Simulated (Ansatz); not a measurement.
H$_{6}$HfN$_{2}$O$_{2}$···PH$_{3}$

```xyz
15

Hf   -0.1188    0.1131   -0.0280
O     0.0176    0.2240    1.9292
H    -0.2871    0.6989    2.7159
N     1.8084    0.2691   -0.7358
H     2.1376   -0.0024   -1.6695
H     2.6286    0.5385   -0.1806
N    -1.1355    1.7448   -0.7519
H    -2.1372    1.7736   -0.9739
H    -0.7282    2.6492   -1.0125
O    -1.0770   -1.4456   -0.7139
H    -1.4616   -2.3313   -0.7249
P     1.9136   -3.2287    1.7002
H     0.7864   -3.6243    0.8933
H     2.4163   -2.3587    0.6653
H     1.1747   -2.1522    2.3113
```

Core potentials replace the inner electrons of Hf.

Computed with RKS PBE/def2-SVP (Ansatz).

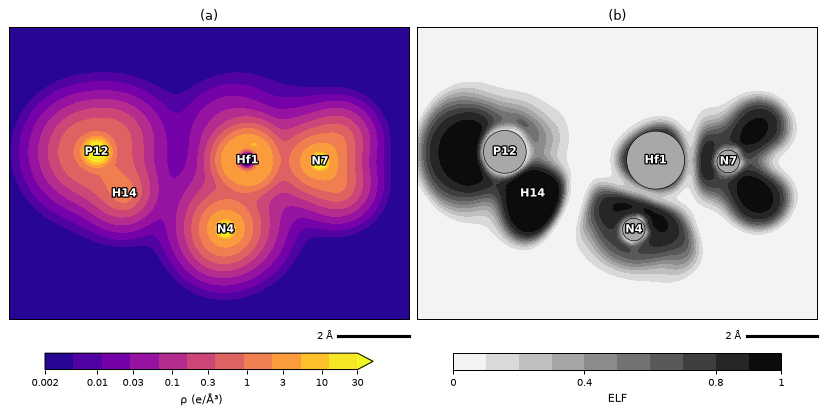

Figure 1. (a) electron density; (b) electron localisation function on the plane of atoms N4, Hf1 and N7. Grey discs cover the atomic cores in the ELF map.

Question: Describe what can be read from this map.

Answer: The plane passes through Hf, N, P and H nuclei.
Hf–N (2.05 Å): ρ at the midpoint is about 0.77 e/Å³; the ELF peaks at about 0.90 in the valence shell of N, 0.6 Å from its nucleus, and is about 0.25 at the midpoint.
P–H (1.44 Å): the density is about 1 e/Å³ at the midpoint; the ELF climbs to about 1 towards the hydrogen, as it does in any bond to H.
The ELF also peaks beside P12, away from the bonds: lone-pair regions.

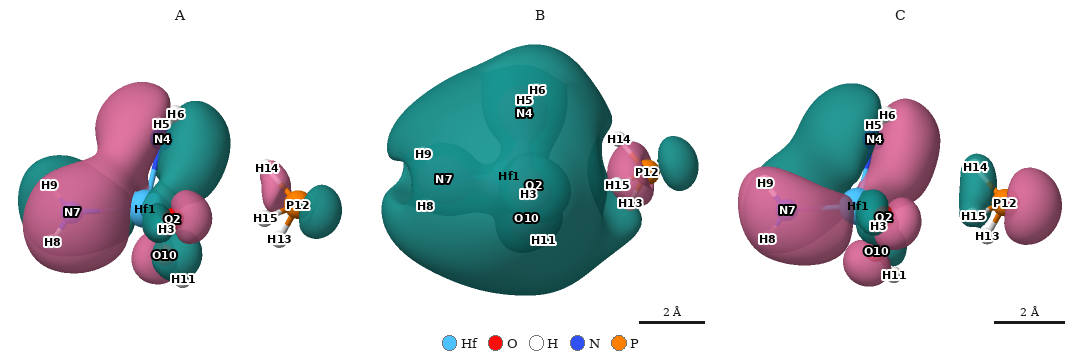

Figure 2. Three frontier orbitals at ±0.04 Å⁻³ᐟ² (teal and pink are the two phases), in no order.

Question: Order the three orbitals by energy and name them.

Answer: C is the HOMO−1 (−5.64 eV). Its weight (Hirshfeld) is mainly on N4 (about 40 %), N7 (about 25 %) and Hf1 (about 15 %). A is the HOMO (−5.17 eV). Its weight (Hirshfeld) is mainly on N7 (about 45 %), N4 (about 30 %) and Hf1 (about 10 %); largely a combination of lone pairs on N7 and N4. B is the LUMO (−0.53 eV). It lies mainly on Hf1 (about 40 %) and H3 (about 5 %).

Question: What is the HOMO–LUMO gap?

Answer: 4.64 eV between the orbital energies.
